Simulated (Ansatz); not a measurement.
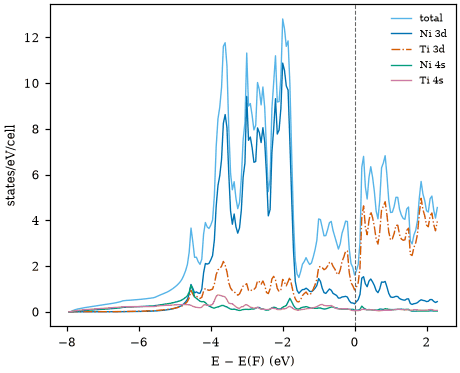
Total and projected density of states of TiNi in space group P2_1/m (No. 11; Ti on 2e, Ni on 2e), the program Ansatz at the LDA level (PAW)

Which orbitals carry the states next to the Fermi level?

Within 0.5 eV of the Fermi level: Ti 3d 65 %, Ni 3d 21 %, outside the projected shells 7 %. Projections are on Löwdin-orthogonalised atomic valence shells; empty p or d shells of many metals are not among them.

Where is the tallest occupied peak in this window, and what makes it?

Near -2.0 eV, about 13 states/eV per cell; the largest projected share is Ni 3d.

The first step of the workflow began from a Materials Project structure, measured or hypothetical; the Crystallography Open Database files this formula in space group No. 11, but the cells were not matched. Its standing as an ambient phase is unchecked. Symmetry was held in the LDA relaxation; its stability against distortions is not shown here. The run is not spin-polarised.

Potentials: the later of the program's two PAW sets.
